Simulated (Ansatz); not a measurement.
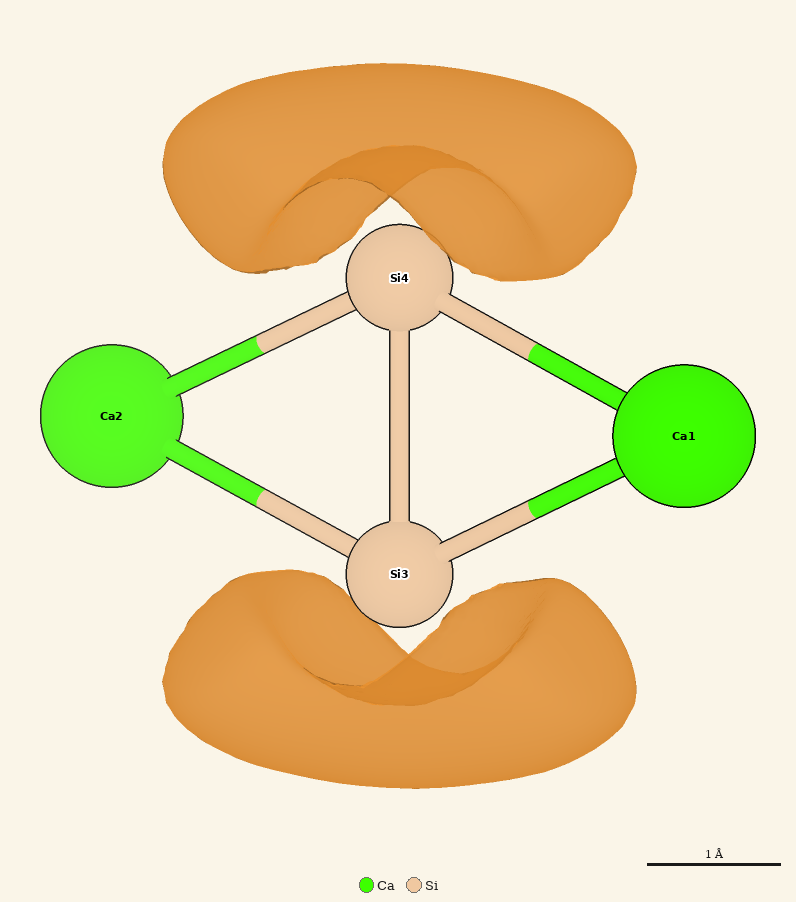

*Ca₂Si₂ (charge +1, doublet). Isosurface of the electron localisation function at 0.85 (orange), seen at a tilt. Only the valence region is drawn (cores and ρ < 0.01 e/Å³ removed).*

Geometry: r2SCAN-D4/def2-TZVP.

Method: UKS PBE0-D4/def2-TZVP in Ansatz.

```xyz
4

Ca    1.4135    2.0647   -0.0560
Ca   -1.4131   -2.0642    0.0787
Si    0.9219   -0.6318   -0.0217
Si   -0.9223    0.6314   -0.0011
```

Where are the electrons localised?

At this value the surface marks out two lobes on Si, pointing away from the bonds (non-bonding electrons). Profiles from the grid: Si–Si (2.24 Å): the ELF peaks at about 0.80 between the atoms: a shared electron pair. Ca–Si (2.74 Å): the ELF peaks at about 0.70 in the valence shell of Si, 1.1 Å from its nucleus, and is about 0.40 at the midpoint.
